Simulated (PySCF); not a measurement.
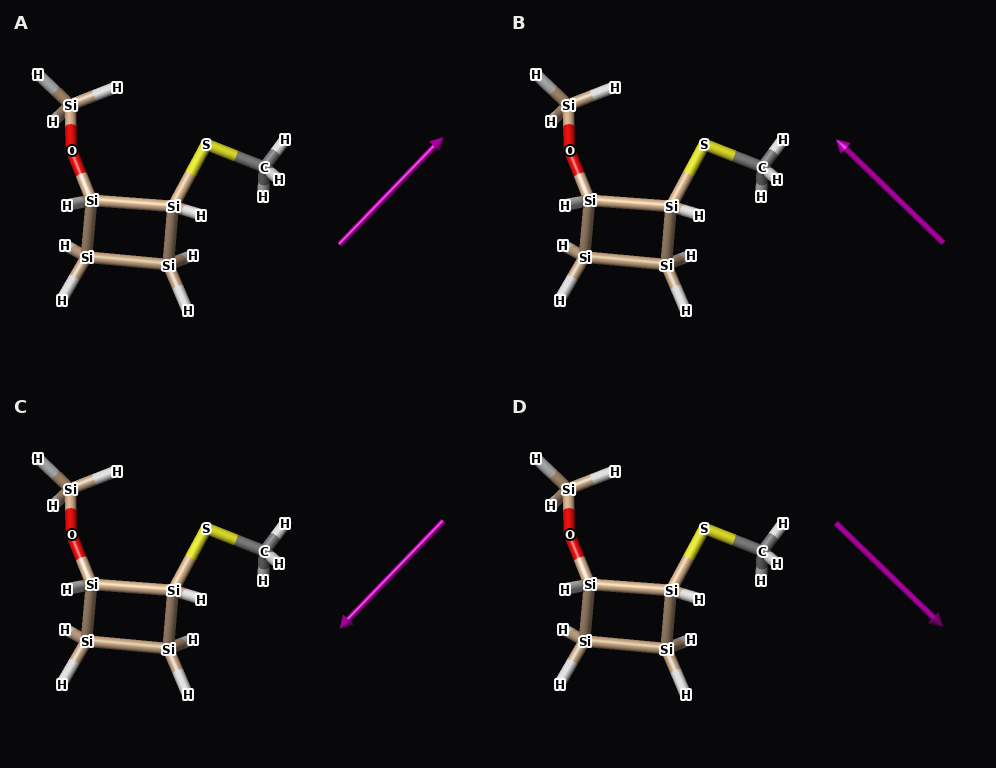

The same molecule four times, each with an arrow. Computed geometry: GFN2-xTB optimisation. No frequency run is at hand to confirm it as a minimum. Level of theory: PBE0/pcSseg-1, gas phase (PySCF 2.14.0).

### Which arrow points along the dipole moment, from the negative to the positive end?

D. The dipole moment is 1.07 D.

The geometry is semi-empirical. Around Si such bond lengths and angles can be off by a tenth of an ångström or more and by several degrees, and values that hang on the shape move with them.
